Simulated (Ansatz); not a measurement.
# HNO (nitroxyl): BLYP/STO-3G

What is the electronic atomisation energy of HNO (nitroxyl) at BLYP/STO-3G? 

The results are computed with Ansatz 0.2.0.

50 further runs of the same task are left out: 1 that didn't finish, 49 set aside as unsound or not needed.

## 1. The structure to begin with

The species is HNO (3 atoms), meant as a singlet with charge 0. As SMILES, `N=O`. The coordinates come from a PBE0-D4/def2-TZVP relaxation.

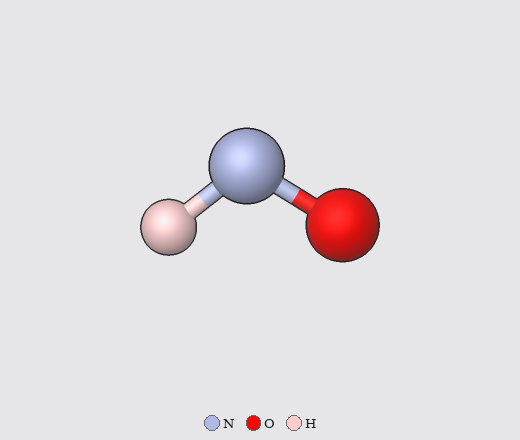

Viewed from a chosen angle; nitrogen light blue, oxygen red, hydrogen pink.

## 2. A single-point energy at BLYP/STO-3G

The input, job.yaml:

```yaml
crystal:
  periodic: [false, false, false]
  atoms:
    - {symbol: N, position_ang: [-0.283700, 0.312790, -0.117160]}
    - {symbol: O, position_ang: [0.755300, 0.397200, 0.456500]}
    - {symbol: H, position_ang: [-0.471600, -0.709980, -0.339350]}
basis:
  gaussian: {orbitals: STO-3G}
hamiltonian: {xc: {name: BLYP}}
accuracy: high
```

Launch:

```console
$ ansatz run job.yaml --threads 1 --pin off --max-ram 3480MiB --events-out events.jsonl --progress --plain --runs-dir runs
```

Log:

```text
Warning: RAYON_NUM_THREADS=1 ignored (pool sized by the plan → 1); use --threads N
Functional definition: BLYP
  name "BLYP"
  parameter beta = 0.0042
  parameter a = 0.04918
  parameter b = 0.132
  parameter c = 0.2533
  parameter d = 0.349
  exchange = b88_x(beta = beta)
  correlation = lyp_c(a = a, b = b, c = c, d = d)
168 factors; integrals over basis functions are off by at most 3.7e-8 eV
mean field evaluation 1: about -3500.5243 eV, gradient 6.9e0 eV
mean field evaluation 2: about -3500.6360 eV, gradient 4.8e0 eV
mean field evaluation 4: about -3500.6948 eV, gradient 1.5e-1 eV
mean field evaluation 8: about -3500.6560 eV, gradient 2.3e-3 eV
mean field evaluation 16: about -3500.6560 eV, gradient 1.2e-8 eV
mean field -3500.65596225 eV, -128.6467337829 hartree, gradient 6.1e-8 eV, S^2 0.000000; 0 other end points of the search recorded, 0 dependent functions left out
reference -3500.65598574 eV, -128.6467346459 hartree; 8, 8 occupied and 3, 3 virtual orbitals, 168 factors
Total energy: -3500.65598574 eV, -128.6467346459 hartree
```

It took 0.38 s on 1 thread of AMD EPYC 7R43 (Zen 3), shared host.

## 3. The H atom, same level

The input, molecule.yaml:

```yaml
basis:
  gaussian:
    orbitals: STO-3G
crystal:
  periodic: [false, false, false]
  atoms:
    - symbol: H
      position_ang: [0.000000, 0.000000, 0.000000]
magnetization:
  spin_polarized: true
  initial_magnetization: 1
hamiltonian:
  xc: {name: BLYP}
accuracy: high
```

Run the same way, it converges to -0.46274 Eh (log not shown).

## 4. The N atom

The input, run.yaml:

```yaml
crystal:
  periodic: [false, false, false]
  atoms:
    - {symbol: N, position_ang: [0.000000, 0.000000, 0.000000]}
basis:
  gaussian:
    orbitals: STO-3G
magnetization:
  spin_polarized: true
  initial_magnetization: 3
hamiltonian:
  xc: {name: BLYP}
accuracy: high
```

Run the same way, it converges to -53.86051 Eh (log not shown).

## 5. The O atom at the same level

The input, run.yaml:

```yaml
crystal:
  periodic: [false, false, false]
  atoms:
    - {symbol: O, position_ang: [0.000000, 0.000000, 0.000000]}
basis:
  gaussian:
    orbitals: STO-3G
accuracy: high
hamiltonian:
  xc: {name: BLYP}
magnetization:
  spin_polarized: true
  initial_magnetization: 2
```

Run the same way, it converges to -74.00713 Eh (log not shown).

## 6. What came out

Level: BLYP/STO-3G.

| quantity | value |
| --- | --- |
| molecule: total energy | -128.64673 Eh |
| H atom: total energy | -0.46274 Eh |
| H atom: ⟨S²⟩ | 0.750 |
| N atom: total energy | -53.86051 Eh |
| N atom: ⟨S²⟩ | 3.750 |
| O atom: total energy | -74.00713 Eh |
| O atom: ⟨S²⟩ | 2.000 |
| electronic atomisation energy | 8.608 eV |

Taking the molecule apart into free atoms costs 8.61 eV (199 kcal/mol), before zero-point energy and without spin-orbit coupling. In a minimal basis such a difference can be off by several eV, whatever the method.
